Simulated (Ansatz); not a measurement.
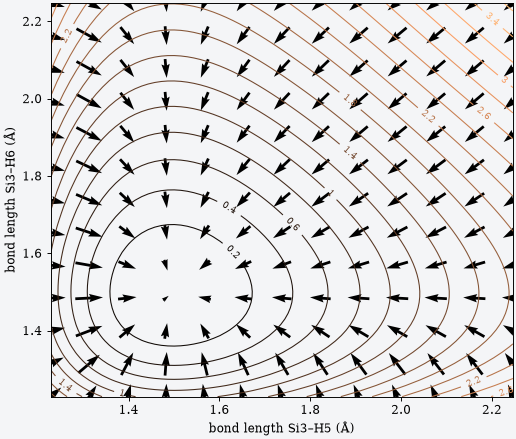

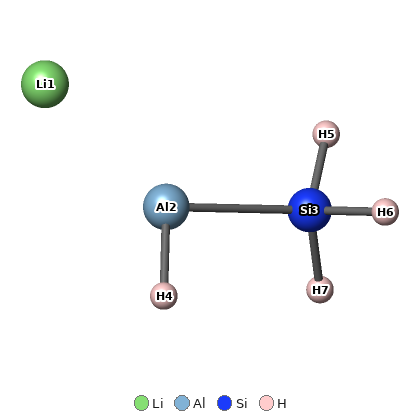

Energy landscape of AlH₄LiSi. 
- The first coordinate is: bond length Si3–H5; the second: bond length Si3–H6.
- Nothing is relaxed (all other coordinates rigid).
- The scan uses a 13 × 13 grid.
- All energies are given in eV relative to the relaxed molecule at the same level.
- The reference is spin-restricted, which grows unreliable where a bond is stretched far.
- The calculation used Ansatz 0.2.0, RKS PBE0-D4/def2-TZVP.

Drawn: contour lines labelled in eV, arrows along the force (downhill), their lengths compressed. Between grid points the surface is interpolated. The second picture is the structure at the lowest point.

What does the map say about the system?

The lowest grid point is at bond length Si3–H5 = 1.482 Å, bond length Si3–H6 = 1.484 Å, 0.0038 eV from the relaxed molecule at the same level. It is the only kind of minimum in the scanned range. The highest grid point, bond length Si3–H5 = 2.246 Å, bond length Si3–H6 = 2.248 Å, lies 3.66 eV above the lowest. Round the minimum the contours are nearly round: the two directions are equally stiff and uncoupled.

Each point was launched as `ansatz run input.yaml --threads 1 --pin off --max-ram 2560MiB --backend cpu --events-out ev --progress --plain --runs-dir out`. Time for the 169 points that were run: 12 min on 1 thread of Arm Neoverse V1 (shared host).
